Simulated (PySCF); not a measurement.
Consider C₄H₇ClSSi (SMILES [SiH3]CCC(Cl)=C=S).

```xyz
14

Si   -2.3287    0.0930   -0.0596
C    -0.5177   -0.1606   -0.5924
C     0.4531   -0.0826    0.5828
C     1.8720   -0.3014    0.1337
Cl    2.2643   -1.9195   -0.4073
C     2.7853    0.6220    0.0748
S     3.8481    1.7623    0.0499
H    -3.1762    0.0243   -1.2487
H    -2.4528    1.4039    0.5806
H    -2.7013   -0.9566    0.8903
H    -0.4065   -1.1302   -1.0803
H    -0.2390    0.5931   -1.3310
H     0.3927    0.8970    1.0602
H     0.2062   -0.8451    1.3248
```

Geometry: GFN2-xTB.

The calculation used PBE0/pcSseg-1, SCF density, gas phase, non-relativistic (PySCF 2.14.0).

Predict the electron density and electron localisation function between the atoms.

C–C (1.30 Å): ρ is about 2.4 e/Å³ halfway; the ELF peaks at about 0.90 between the atoms: a multiple bond.
C–S (1.56 Å): ρ is about 1.7 e/Å³ halfway; the ELF peaks at about 0.90 between the atoms, as expected for localised, covalent bonding.
C–Cl (1.75 Å): the density is about 1.4 e/Å³ at the midpoint; the ELF peaks at about 0.90 between the atoms; a covalent bond.
C–H (1.09 Å): ρ at the midpoint is about 2 e/Å³; the ELF climbs to about 1 towards the hydrogen, as it does in any bond to H: a covalent bond by its length.

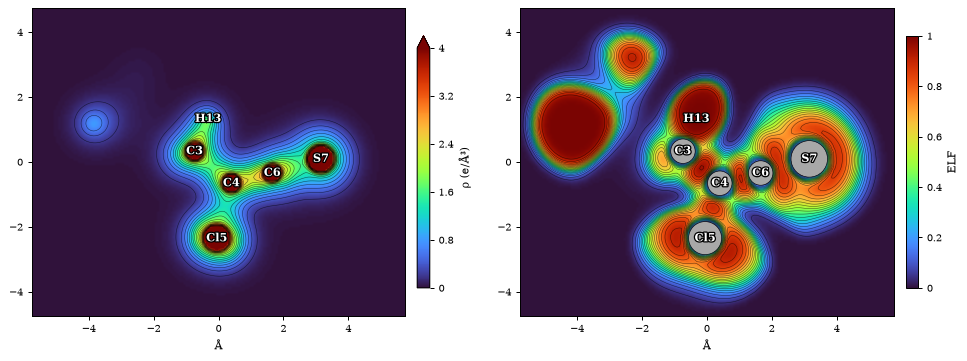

Computed electron density and electron localisation function on the plane of atoms C3, C4 and Cl5, in this order. Grey discs cover the atomic cores in the ELF map. 
